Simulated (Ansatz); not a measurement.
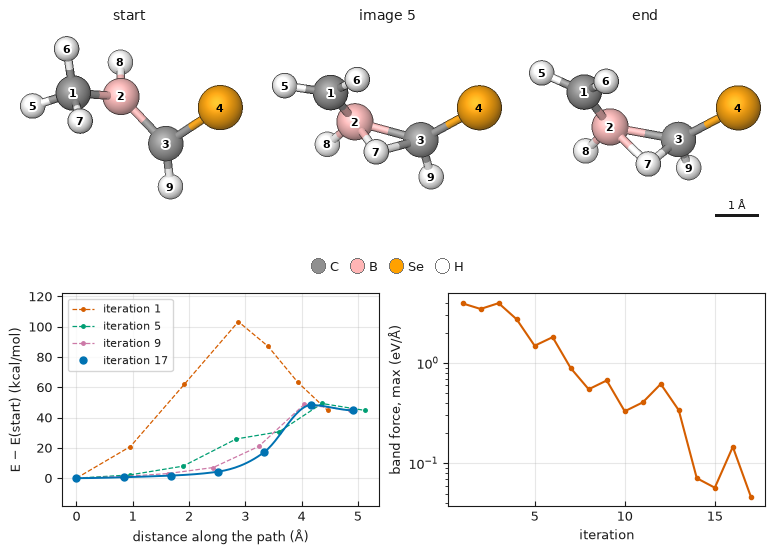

A nudged-elastic-band calculation for C2H5BSe. Images are numbered from 0 (start) to 6 (end). The plot follows the band through its iterations. The picture is a ball-and-stick view, seen from a free direction.

Theory: RKS PBE/def2-SVP (Ansatz). Set-up: 5 movable images; climbing image; force threshold 0.05 eV/Å; iteration limit 60; starting path through a guess of the saddle point.

Question: Judge this run.

Answer: The result is final at these settings. The band converged in 17 iterations. The largest component of the band force went from 3.9 to 0.047 eV/Å. The climbing image converged on the top of the path. Its vibrational analysis gives one imaginary mode (972i cm⁻¹), as a transition state must have. The first iteration put the highest image at 103.4 kcal/mol. The energy climbs by 48.3 kcal/mol to image 5 and then falls by 3.5 kcal/mol, so the end point sits at +44.8 kcal/mol.

Cost: 120 s on 2 threads of Arm Neoverse V2, on a shared host, peak memory 0.14 GiB.
